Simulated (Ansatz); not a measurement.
System: ClGaH₂···H (doublet).

The calculation's input:

```
crystal:
  periodic: [false, false, false]
  atoms:
    - { symbol: Ga, position_ang: [0.005694, -0.001071, -0.148646] }
    - { symbol: Cl, position_ang: [0.054123, -0.050517, 2.070213] }
    - { symbol: H, position_ang: [1.446568, 0.012172, -0.770875] }
    - { symbol: H, position_ang: [-1.459301, 0.012167, -0.710747] }
    - { symbol: H, position_ang: [-0.047083, 0.027248, 4.640055] }
magnetization:
  spin_polarized: true
  initial_magnetization: 1
basis:
  gaussian: { orbitals: def2-SVP }
hamiltonian:
  xc: pbe
relax:
  f_tol: 0.03
  max_steps: 50
output:
  orbitals: {}
```

Run with:

```sh
ansatz run input.yaml --threads 1 --pin off --max-ram 2048MiB --backend cpu --events-out ev --progress --plain --runs-dir out
```

The fields are those of the run's last geometry, not of the input's.

Method: UKS PBE/def2-SVP (Ansatz 0.2.0).

Q: Predict the electron density, electron localisation function and spin density between the atoms.

A: Ga–Cl (2.17 Å): the density is about 0.65 e/Å³ at the midpoint; the ELF peaks at about 0.80 in the valence shell of Cl, 0.9 Å from its nucleus, and is about 0.50 at the midpoint.
Ga–H (1.57 Å): ρ at the midpoint is about 0.98 e/Å³; the ELF climbs to about 1 towards the hydrogen.
The unpaired spin (1 electron) lies mostly on H5 (about 1.0), in electrons by Hirshfeld's partition.

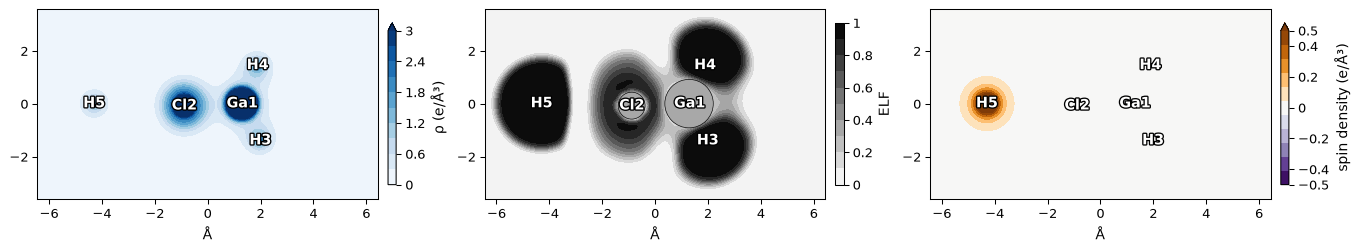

Computed electron density, electron localisation function and spin density on the molecular plane, in this order. Grey discs cover the atomic cores in the ELF map. 
